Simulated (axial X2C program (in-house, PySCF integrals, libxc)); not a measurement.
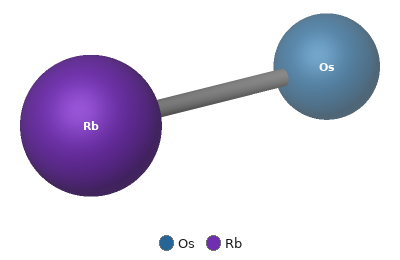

*The molecule at the reference distance of 3.205 Å.*

## OsRb: relativistic diatomic calculation

- system: OsRb, single determinant with Ω = 3/2 (not the lowest found).
- method: PBE0, two-component X2C with atomic mean-field Coulomb and Gaunt terms, Os dyall-v2z, Rb dyall-v2z (cores contracted) (axial X2C program (in-house, PySCF integrals, libxc))

**Input**
```
{"zs": [76, 37], "q": 0, "bas": ["dyall-v2z", "dyall-v2z"], "levels": ["PBE0", "HF", "PW91", "B97-3"], "cc": false, "r0": 3.39, "npts": 10, "nst": 2, "ntry": 6, "opt": {"ecut": 3.0}}
```

The line is the task of a batch: nuclear charges, charge, bases, the levels to run, a first guess of the distance and further settings. This report covers PBE0 with spin-orbit coupling. The log is that of the reference distance 3.205 Å, started from orbitals converged before.

Hardware: 1 thread of Arm Neoverse N1, 98 GiB of memory available, shared host.

Launched within a batch (the task file carries these settings):
```bash
python <driver script> task.json out
```

**Output**
```
two-component X2C + atomic mean field  PBE0
basis functions 207  fitting functions 1214  grid points 5806
iter        total energy     max residual
   1     -20235.035440626     5.48e-05
   2     -20235.035440887     4.09e-05
   3     -20235.035440965     3.77e-05
   4     -20235.035441147     1.90e-05
   5     -20235.035441186     1.02e-05
   6     -20235.035441193     7.38e-06
   7     -20235.035441200     4.86e-06
   8     -20235.035441203     2.38e-06
   9     -20235.035441204     1.80e-06
converged
one-electron -28716.04185727  Coulomb 8479.27109966  exact exchange -109.74801389  xc functional -336.19640763  nuclear repulsion 464.28902250  atomic mean-field constant -16.60928457
```

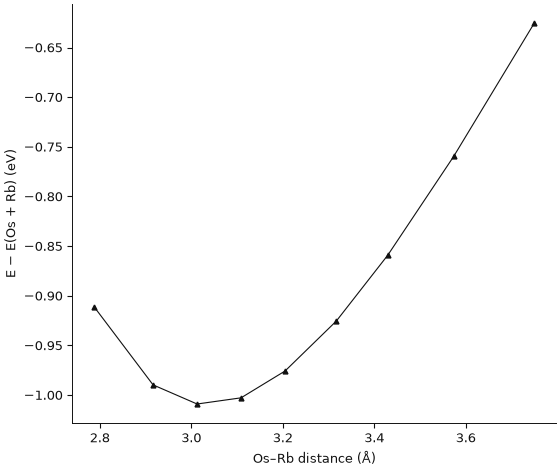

*Energy at 9 bond lengths, for one set of occupations held fixed; the line joins the points.*

A polynomial of degree 6 through 8 points gives rₑ = 3.033 Å, ωₑ = 110.4 cm⁻¹, ωₑxₑ = 0.17 cm⁻¹ and Bₑ = 0.03112 cm⁻¹. The minimum lies 1.01 eV below Os + Rb, each computed as one determinant at the same level.

**Outcome**

```
                 quantity                 value
                  outcome             converged
           bond length rₑ               3.033 Å
                       ωₑ            110.4 cm⁻¹
    energy at the minimum  −20235.03669 hartree
depth below the fragments               1.01 eV
                wall time                  25 s
```

**What is odd here**

This input holds a deliberate oddity: few virtuals (ecut = 3.0). The program ran to the end. Its numbers are those of the input as typed; this run alone doesn't show how far the oddity moves them. Limits: 9 of the 10 points asked for were kept.
